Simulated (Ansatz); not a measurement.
**The cluster Sn13H18O: one molecule under many settings**

How do the results and run time of the cluster Sn13H18O respond when the settings are drawn wide?

The runs use Ansatz 0.2.0, Gaussian basis; the settings change from run to run.

1 further run of the same task is left out (set aside as unsound or not needed).

### Step 1. The relaxed structure

An earlier r2SCAN-D4/def2-SVP relaxation fixed the geometry. Sn takes a core potential in def2 sets; no spin-orbit term is included.

32 atoms, charge 0, spin multiplicity 1.

Atoms are counted from 1 here; the program's logs count them from 0.

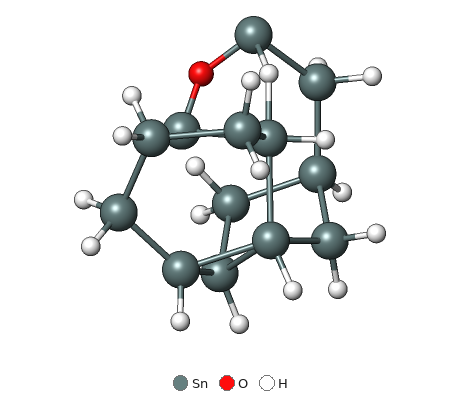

The structure; tin teal, oxygen red, hydrogen white.

### Step 2. B2GP-PLYP/def2-SVP

Set apart from the defaults: charge +1, multiplicity 2, density fitting with def2-universal-jkfit.

in.yaml

```yaml
crystal:
  periodic: [false, false, false]
  atoms:
    - {symbol: Sn, position_ang: [0.738886, -3.321518, 0.327303]}
    - {symbol: Sn, position_ang: [-2.217950, 2.618518, -2.846489]}
    - {symbol: Sn, position_ang: [0.237420, -0.623763, -2.272237]}
    - {symbol: Sn, position_ang: [-3.415048, -0.616523, 0.446486]}
    - {symbol: Sn, position_ang: [0.734100, -0.871174, 3.372664]}
    - {symbol: Sn, position_ang: [0.957392, 1.387763, -0.085094]}
    - {symbol: Sn, position_ang: [4.501089, -0.640713, -0.034137]}
    - {symbol: Sn, position_ang: [-3.782536, 0.386531, -2.142431]}
    - {symbol: Sn, position_ang: [-1.730996, -2.506731, 1.429141]}
    - {symbol: Sn, position_ang: [2.765010, -1.992057, 1.771518]}
    - {symbol: Sn, position_ang: [-0.527881, 3.665589, -0.862279]}
    - {symbol: Sn, position_ang: [3.631575, 0.780308, -2.472714]}
    - {symbol: Sn, position_ang: [-1.306153, 0.671483, 1.977455]}
    - {symbol: O, position_ang: [2.078113, -0.477144, -2.936012]}
    - {symbol: H, position_ang: [0.524798, -2.489544, -1.245962]}
    - {symbol: H, position_ang: [0.583888, -4.966374, -0.173621]}
    - {symbol: H, position_ang: [-3.332568, 3.714765, -3.572514]}
    - {symbol: H, position_ang: [-1.238574, 2.012012, -4.136321]}
    - {symbol: H, position_ang: [-4.813602, -0.556355, 1.449613]}
    - {symbol: H, position_ang: [0.230382, -2.064734, 4.519223]}
    - {symbol: H, position_ang: [1.290759, 0.465582, 4.319904]}
    - {symbol: H, position_ang: [1.955746, 1.814952, 1.271728]}
    - {symbol: H, position_ang: [5.564026, -1.986745, -0.324007]}
    - {symbol: H, position_ang: [5.400280, 0.285152, 1.130417]}
    - {symbol: H, position_ang: [-3.561771, -0.937351, -3.217641]}
    - {symbol: H, position_ang: [-5.466405, 0.761260, -2.134904]}
    - {symbol: H, position_ang: [-2.278562, -3.215342, 2.898779]}
    - {symbol: H, position_ang: [3.454794, -3.268223, 2.724028]}
    - {symbol: H, position_ang: [0.323390, 4.947199, -1.642251]}
    - {symbol: H, position_ang: [-1.535252, 4.381262, 0.335943]}
    - {symbol: H, position_ang: [2.441836, 1.827513, -1.354914]}
    - {symbol: H, position_ang: [-2.206187, 0.814413, 3.479314]}
basis:
  gaussian: {orbitals: def2-SVP, fitting: {mean_field: def2-universal-jkfit}}
total_charge: 1
magnetization: {spin_polarized: true, initial_magnetization: 1}
hamiltonian: {xc: {name: B2GP-PLYP}}
scf: {omitted_lower_state_checks: [starts]}
output: {forces: true}
```

Run with:

```console
$ ansatz run in.yaml --threads 2 --pin off --events-out ev --progress --plain --max-ram 32768MiB --backend cuda --devices 0, --max-vram 18GiB
```

What it wrote:

```text
Functional definition: B2GP-PLYP
  name "B2GP-PLYP"
  cite "Karton, Tarnopolsky, Lamère, Schatz & Martin, J. Phys. Chem. A 112, 12868 (2008) doi:10.1021/jp801805p"
  cite "Becke, Phys. Rev. A 38, 3098 (1988) doi:10.1103/PhysRevA.38.3098"
  cite "Lee, Yang & Parr, Phys. Rev. B 37, 785 (1988) doi:10.1103/PhysRevB.37.785"
  parameter a = 0.65
  parameter c = 0.36
  exchange = (1 - a)*b88_x + a*exact_x
  correlation = (1 - c)*lyp_c + c*(mp2_os + mp2_ss)
these checks for a lower state are left out or cut short: starts
3235 factors; integrals over basis functions are off by at most 3.4e-1 eV
mean field evaluation 1: about -77988.3690 eV, gradient 4.3e1 eV
mean field evaluation 2: about -77988.3670 eV, gradient 4.3e1 eV
mean field evaluation 4: about -77996.3746 eV, gradient 1.1e1 eV
mean field evaluation 8: about -77997.4995 eV, gradient 3.5e-1 eV
mean field evaluation 16: about -77997.5091 eV, gradient 1.6e-2 eV
mean field evaluation 32: about -77997.5092 eV, gradient 1.4e-4 eV
mean field -77997.50916694 eV, -2866.3555932746 hartree, gradient 4.7e-6 eV, S^2 0.800775; 0 other end points of the search recorded, 0 dependent functions left out
53 core orbitals not correlated: weight in the atoms' cores, before any rotation towards them, 1.000 or more for the frozen orbitals, at most 0.000 for the correlated occupied ones
reference -77997.50945457 eV, -2866.3556038449 hartree; 103, 102 occupied and 286, 287 virtual orbitals, 3235 factors
second order -54.40084274 eV of doubles, -0.00000000 eV of singles
the calculation of the forces begins
Total energy: -78017.09375796 eV, -2867.0753137195 hartree
Atom 0 at     0.738886    -3.321518     0.327303 Å, force    -0.161600    -0.327065    -0.204334 eV/Å
Atom 1 at    -2.217950     2.618518    -2.846489 Å, force    -0.165801     0.119879    -0.254285 eV/Å
Atom 2 at     0.237420    -0.623763    -2.272237 Å, force     0.096435    -0.102673     0.029792 eV/Å
Atom 3 at    -3.415048    -0.616523     0.446486 Å, force    -0.202542     0.051933     0.150180 eV/Å
Atom 4 at     0.734100    -0.871174     3.372664 Å, force    -0.048445     0.023219     0.465823 eV/Å
Atom 5 at     0.957392     1.387763    -0.085094 Å, force    -0.581711     0.765992     1.120156 eV/Å
Atom 6 at     4.501089    -0.640713    -0.034137 Å, force     0.690055    -0.427571     0.438505 eV/Å
Atom 7 at    -3.782536     0.386531    -2.142431 Å, force    -0.286598    -0.066450    -0.212823 eV/Å
Atom 8 at    -1.730996    -2.506731     1.429141 Å, force    -0.074480    -0.157281     0.163584 eV/Å
Atom 9 at     2.765010    -1.992057     1.771518 Å, force    -0.171752    -0.220581     0.072460 eV/Å
Atom 10 at    -0.527881     3.665589    -0.862279 Å, force    -0.085557     0.362563    -0.174809 eV/Å
Atom 11 at     3.631575     0.780308    -2.472714 Å, force    -1.100088    -0.440929     1.124440 eV/Å
Atom 12 at    -1.306153     0.671483     1.977455 Å, force     0.067326    -0.370494    -0.237106 eV/Å
Atom 13 at     2.078113    -0.477144    -2.936012 Å, force     0.550877     0.221771    -0.572645 eV/Å
Atom 14 at     0.524798    -2.489544    -1.245962 Å, force     0.028051     0.083983     0.001768 eV/Å
Atom 15 at     0.583888    -4.966374    -0.173621 Å, force     0.071838     0.190625     0.071860 eV/Å
Atom 16 at    -3.332568     3.714765    -3.572514 Å, force     0.136629    -0.092513     0.121969 eV/Å
Atom 17 at    -1.238574     2.012012    -4.136321 Å, force     0.014694    -0.021236     0.101590 eV/Å
Atom 18 at    -4.813602    -0.556355     1.449613 Å, force     0.149070    -0.035899    -0.080955 eV/Å
Atom 19 at     0.230382    -2.064734     4.519223 Å, force     0.108652     0.066084    -0.122417 eV/Å
Atom 20 at     1.290759     0.465582     4.319904 Å, force    -0.016024    -0.095953    -0.164940 eV/Å
Atom 21 at     1.955746     1.814952     1.271728 Å, force     0.033420    -0.078612    -0.217364 eV/Å
Atom 22 at     5.564026    -1.986745    -0.324007 Å, force    -0.163361     0.241977    -0.178445 eV/Å
Atom 23 at     5.400280     0.285152     1.130417 Å, force    -0.153779     0.080807    -0.325671 eV/Å
Atom 24 at    -3.561771    -0.937351    -3.217641 Å, force     0.051975     0.072093     0.078411 eV/Å
Atom 25 at    -5.466405     0.761260    -2.134904 Å, force     0.202100    -0.035775     0.046255 eV/Å
Atom 26 at    -2.278562    -3.215342     2.898779 Å, force     0.110485     0.071470    -0.121617 eV/Å
Atom 27 at     3.454794    -3.268223     2.724028 Å, force     0.054085     0.193373    -0.173413 eV/Å
Atom 28 at     0.323390     4.947199    -1.642251 Å, force     0.006264    -0.167913     0.089212 eV/Å
Atom 29 at    -1.535252     4.381262     0.335943 Å, force     0.154569    -0.180762    -0.012577 eV/Å
Atom 30 at     2.441836     1.827513    -1.354914 Å, force     0.389867    -0.013773    -0.728781 eV/Å
Atom 31 at    -2.206187     0.814413     3.479314 Å, force     0.295345     0.289713    -0.293827 eV/Å
Dipole moment:     0.507952    -0.173323    -0.610132 e Å
Checks for a lower state left out: starts
```

It took 49 s on 1 × H100 (card shared with other runs) with 2 threads of AMD EPYC 7R13, shared host; peak host memory 8.2 GiB.

Largest force 1.634 eV/Å, ⟨S²⟩ 0.801.

### Step 3. BLYP/def2-TZVP

Options: density fitting with def2-universal-jkfit, the search for lower states set to off.

in.yaml: that of step 2 with these lines changed.

```diff
@@ -36,7 +36,5 @@
 basis:
-  gaussian: {orbitals: def2-SVP, fitting: {mean_field: def2-universal-jkfit}}
-total_charge: 1
-magnetization: {spin_polarized: true, initial_magnetization: 1}
-hamiltonian: {xc: {name: B2GP-PLYP}}
-scf: {omitted_lower_state_checks: [starts]}
+  gaussian: {orbitals: def2-TZVP, fitting: {mean_field: def2-universal-jkfit}}
+hamiltonian: {xc: {name: BLYP}}
+scf: {lower_state_search: off}
 output: {forces: true}
```

Launched as before.

What it wrote:

```text
Functional definition: BLYP
  name "BLYP"
  cite "Becke, Phys. Rev. A 38, 3098 (1988) doi:10.1103/PhysRevA.38.3098"
  cite "Lee, Yang & Parr, Phys. Rev. B 37, 785 (1988) doi:10.1103/PhysRevB.37.785"
  parameter beta = 0.0042
  parameter a = 0.04918
  parameter b = 0.132
  parameter c = 0.2533
  parameter d = 0.349
  exchange = b88_x(beta = beta)
  correlation = lyp_c(a = a, b = b, c = c, d = d)
these checks for a lower state are left out or cut short: stability, starts, cluster_reference, orbital_swaps, neighbouring_geometries, increment
3235 factors; integrals over basis functions are off by at most 8.7e-1 eV
mean field evaluation 1: about -78117.0067 eV, gradient 9.3e1 eV
mean field evaluation 2: about -77878.6225 eV, gradient 2.4e2 eV
mean field evaluation 4: about -78102.4619 eV, gradient 8.1e1 eV
mean field evaluation 8: about -78135.2153 eV, gradient 3.1e-1 eV
mean field -78135.21591199 eV, -2871.4162228140 hartree, gradient 2.6e-6 eV, S^2 0.000000; 0 other end points of the search recorded, 0 dependent functions left out
the calculation of the forces begins
reference -78135.21679661 eV, -2871.4162553233 hartree; 156, 156 occupied and 633, 633 virtual orbitals, 3235 factors
Total energy: -78135.21679661 eV, -2871.4162553233 hartree
Atom 0 at     0.738886    -3.321518     0.327303 Å, force     0.099049    -0.270153    -0.010645 eV/Å
Atom 1 at    -2.217950     2.618518    -2.846489 Å, force    -0.047694     0.160195    -0.093089 eV/Å
Atom 2 at     0.237420    -0.623763    -2.272237 Å, force    -0.273162    -0.165382    -0.215129 eV/Å
Atom 3 at    -3.415048    -0.616523     0.446486 Å, force    -0.260680    -0.044842    -0.025299 eV/Å
Atom 4 at     0.734100    -0.871174     3.372664 Å, force     0.003829    -0.004152     0.215524 eV/Å
Atom 5 at     0.957392     1.387763    -0.085094 Å, force     0.111404     0.040752     0.052645 eV/Å
Atom 6 at     4.501089    -0.640713    -0.034137 Å, force     0.157164     0.047883    -0.087035 eV/Å
Atom 7 at    -3.782536     0.386531    -2.142431 Å, force    -0.127333     0.000816    -0.090032 eV/Å
Atom 8 at    -1.730996    -2.506731     1.429141 Å, force    -0.152818    -0.307534    -0.010642 eV/Å
Atom 9 at     2.765010    -1.992057     1.771518 Å, force     0.241813    -0.003338     0.124640 eV/Å
Atom 10 at    -0.527881     3.665589    -0.862279 Å, force     0.079070     0.167063     0.083517 eV/Å
Atom 11 at     3.631575     0.780308    -2.472714 Å, force     0.316382     0.250046    -0.291190 eV/Å
Atom 12 at    -1.306153     0.671483     1.977455 Å, force    -0.051074     0.347556     0.102682 eV/Å
Atom 13 at     2.078113    -0.477144    -2.936012 Å, force     0.072747    -0.162965    -0.214559 eV/Å
Atom 14 at     0.524798    -2.489544    -1.245962 Å, force    -0.018857     0.034507    -0.103355 eV/Å
Atom 15 at     0.583888    -4.966374    -0.173621 Å, force    -0.026804    -0.183601    -0.081251 eV/Å
Atom 16 at    -3.332568     3.714765    -3.572514 Å, force    -0.115259     0.102422    -0.100386 eV/Å
Atom 17 at    -1.238574     2.012012    -4.136321 Å, force     0.075210    -0.040863    -0.145174 eV/Å
Atom 18 at    -4.813602    -0.556355     1.449613 Å, force    -0.167366     0.009366     0.088410 eV/Å
Atom 19 at     0.230382    -2.064734     4.519223 Å, force    -0.027145    -0.096160     0.150285 eV/Å
Atom 20 at     1.290759     0.465582     4.319904 Å, force     0.071805     0.112761     0.119072 eV/Å
Atom 21 at     1.955746     1.814952     1.271728 Å, force     0.087899     0.071583     0.112353 eV/Å
Atom 22 at     5.564026    -1.986745    -0.324007 Å, force     0.135870    -0.139136    -0.015942 eV/Å
Atom 23 at     5.400280     0.285152     1.130417 Å, force     0.117918     0.082121     0.137935 eV/Å
Atom 24 at    -3.561771    -0.937351    -3.217641 Å, force    -0.005179    -0.141247    -0.119542 eV/Å
Atom 25 at    -5.466405     0.761260    -2.134904 Å, force    -0.172667     0.016394    -0.022681 eV/Å
Atom 26 at    -2.278562    -3.215342     2.898779 Å, force    -0.063095    -0.092208     0.159598 eV/Å
Atom 27 at     3.454794    -3.268223     2.724028 Å, force     0.066384    -0.156674     0.095460 eV/Å
Atom 28 at     0.323390     4.947199    -1.642251 Å, force     0.067765     0.165189    -0.069264 eV/Å
Atom 29 at    -1.535252     4.381262     0.335943 Å, force    -0.107236     0.111347     0.100490 eV/Å
Atom 30 at     2.441836     1.827513    -1.354914 Å, force     0.004667     0.060010     0.009402 eV/Å
Atom 31 at    -2.206187     0.814413     3.479314 Å, force    -0.092606     0.028245     0.143200 eV/Å
Dipole moment:    -0.436235    -0.193587    -0.277524 e Å
Checks for a lower state left out: stability, starts, cluster_reference, orbital_swaps, neighbouring_geometries, increment
```

Run time: 14 s. Hardware: 1 × H100 (card shared with other runs) with 2 threads of AMD EPYC 7R13, shared host; peak host memory 1.2 GiB.

Largest force 0.497 eV/Å, dipole 2.65 D.

### Step 4. B97/def2-mTZVP

Options: density fitting with def2-universal-jkfit.

in.yaml: that of step 3 with these lines changed.

```diff
@@ -36,5 +36,5 @@
 basis:
-  gaussian: {orbitals: def2-TZVP, fitting: {mean_field: def2-universal-jkfit}}
-hamiltonian: {xc: {name: BLYP}}
-scf: {lower_state_search: off}
+  gaussian: {orbitals: def2-mTZVP, fitting: {mean_field: def2-universal-jkfit}}
+hamiltonian: {xc: {name: B97}}
+scf: {omitted_lower_state_checks: [starts]}
 output: {forces: true}
```

Launched as before.

What it wrote:

```text
Functional definition: B97
  name "B97"
  cite "Becke, J. Chem. Phys. 107, 8554 (1997) doi:10.1063/1.475007"
  parameter cx = 0.1943
  parameter cx0 = 0.8094
  parameter cx1 = 0.5073
  parameter cx2 = 0.7481
  parameter css0 = 0.1737
  parameter css1 = 2.3487
  parameter css2 = -2.4868
  parameter cos0 = 0.9454
  parameter cos1 = 0.7471
  parameter cos2 = -4.5961
  exchange = spin_sum(e_x_unif_s*poly(b97_u_x, cx0, cx1, cx2)) + cx*exact_x
  correlation = spin_sum(e_c_pw_same_spin*poly(b97_u_same, css0, css1, css2))
      + integral(e_c_pw_opposite_spin*poly(b97_u_opposite, cos0, cos1, cos2))
these checks for a lower state are left out or cut short: starts
3235 factors; integrals over basis functions are off by at most 8.7e-1 eV
mean field evaluation 1: about -78150.9222 eV, gradient 7.6e1 eV
mean field evaluation 2: about -77961.3505 eV, gradient 2.1e2 eV
mean field evaluation 4: about -78158.8009 eV, gradient 2.9e1 eV
mean field evaluation 8: about -78162.3502 eV, gradient 8.8e-1 eV
mean field evaluation 16: about -78162.3532 eV, gradient 1.1e-3 eV
mean field -78162.35316895 eV, -2872.4134986132 hartree, gradient 6.3e-5 eV, S^2 0.000000; 0 other end points of the search recorded, 0 dependent functions left out
the calculation of the forces begins
reference -78162.35325038 eV, -2872.4135016057 hartree; 156, 156 occupied and 390, 390 virtual orbitals, 3235 factors
Total energy: -78162.35325038 eV, -2872.4135016057 hartree
Atom 0 at     0.738886    -3.321518     0.327303 Å, force     0.047443    -0.161875    -0.043184 eV/Å
Atom 1 at    -2.217950     2.618518    -2.846489 Å, force    -0.046169     0.107222    -0.080065 eV/Å
Atom 2 at     0.237420    -0.623763    -2.272237 Å, force     0.020983    -0.037753    -0.191688 eV/Å
Atom 3 at    -3.415048    -0.616523     0.446486 Å, force    -0.129109    -0.031672     0.043787 eV/Å
Atom 4 at     0.734100    -0.871174     3.372664 Å, force     0.028035    -0.014648     0.143333 eV/Å
Atom 5 at     0.957392     1.387763    -0.085094 Å, force     0.072852     0.075676     0.062329 eV/Å
Atom 6 at     4.501089    -0.640713    -0.034137 Å, force     0.124207     0.003615     0.012043 eV/Å
Atom 7 at    -3.782536     0.386531    -2.142431 Å, force    -0.097252    -0.024060    -0.068150 eV/Å
Atom 8 at    -1.730996    -2.506731     1.429141 Å, force    -0.118483    -0.182860     0.022047 eV/Å
Atom 9 at     2.765010    -1.992057     1.771518 Å, force     0.111770    -0.049324     0.090722 eV/Å
Atom 10 at    -0.527881     3.665589    -0.862279 Å, force     0.031347     0.101301     0.041116 eV/Å
Atom 11 at     3.631575     0.780308    -2.472714 Å, force     0.102501     0.077077    -0.203307 eV/Å
Atom 12 at    -1.306153     0.671483     1.977455 Å, force    -0.073882     0.211477     0.094436 eV/Å
Atom 13 at     2.078113    -0.477144    -2.936012 Å, force    -0.039492    -0.051373    -0.041529 eV/Å
Atom 14 at     0.524798    -2.489544    -1.245962 Å, force    -0.006556    -0.012858     0.012454 eV/Å
Atom 15 at     0.583888    -4.966374    -0.173621 Å, force    -0.006201    -0.037844    -0.014293 eV/Å
Atom 16 at    -3.332568     3.714765    -3.572514 Å, force    -0.030415     0.024378    -0.022877 eV/Å
Atom 17 at    -1.238574     2.012012    -4.136321 Å, force     0.020730    -0.013218    -0.051856 eV/Å
Atom 18 at    -4.813602    -0.556355     1.449613 Å, force    -0.040225    -0.005821     0.010850 eV/Å
Atom 19 at     0.230382    -2.064734     4.519223 Å, force    -0.000601    -0.028901     0.042865 eV/Å
Atom 20 at     1.290759     0.465582     4.319904 Å, force     0.018605     0.026056     0.028035 eV/Å
Atom 21 at     1.955746     1.814952     1.271728 Å, force     0.018363     0.015978     0.007982 eV/Å
Atom 22 at     5.564026    -1.986745    -0.324007 Å, force     0.041150    -0.048694    -0.006359 eV/Å
Atom 23 at     5.400280     0.285152     1.130417 Å, force     0.038251     0.026415     0.053007 eV/Å
Atom 24 at    -3.561771    -0.937351    -3.217641 Å, force    -0.004057    -0.038920    -0.036345 eV/Å
Atom 25 at    -5.466405     0.761260    -2.134904 Å, force    -0.042311     0.002214    -0.005927 eV/Å
Atom 26 at    -2.278562    -3.215342     2.898779 Å, force    -0.015538    -0.030720     0.033777 eV/Å
Atom 27 at     3.454794    -3.268223     2.724028 Å, force     0.013806    -0.041060     0.018100 eV/Å
Atom 28 at     0.323390     4.947199    -1.642251 Å, force     0.017331     0.048329    -0.016036 eV/Å
Atom 29 at    -1.535252     4.381262     0.335943 Å, force    -0.031837     0.037684     0.028149 eV/Å
Atom 30 at     2.441836     1.827513    -1.354914 Å, force    -0.000207     0.035933     0.008398 eV/Å
Atom 31 at    -2.206187     0.814413     3.479314 Å, force    -0.025040     0.018247     0.028183 eV/Å
Dipole moment:    -0.512208    -0.239536    -0.228867 e Å
Checks for a lower state left out: starts
```

Wall time 23 s (1 × H100 (card shared with other runs) with 2 threads of AMD EPYC 7R13, shared host); peak host memory 2.1 GiB.

Largest force 0.243 eV/Å, dipole 2.93 D.

### Step 5. All runs side by side

| level | charge | multiplicity | geometry | functions | energy (eV) | time |
| --- | --- | --- | --- | --- | --- | --- |
| B2GP-PLYP/def2-SVP | 1 | 2 | relaxed | 442 | -78017.094 | 49 s |
| BLYP/def2-TZVP | 0 | 1 | relaxed | 789 | -78135.217 | 14 s |
| B97/def2-mTZVP | 0 | 1 | relaxed | 546 | -78162.353 | 23 s |

### Step 6. Results

| quantity | value |
| --- | --- |
| runs | 3 |
| quickest | BLYP/def2-TZVP, 14 s |
| slowest | B2GP-PLYP/def2-SVP, 49 s |
| spread of total energies, same state and geometry | 27.1 eV |
| dipole, same state and geometry | 2.65 to 2.93 D |

**Reading.** Run time spans a factor of 4, from BLYP/def2-TZVP to B2GP-PLYP/def2-SVP. The jobs differ in tasks and options as well as level. The totals spread over 27 eV; they can't be compared across methods or bases. At the r2SCAN-D4/def2-SVP geometry and in the same state, runs without warnings or point charges leave forces up to 0.50 eV/Å (BLYP/def2-TZVP).
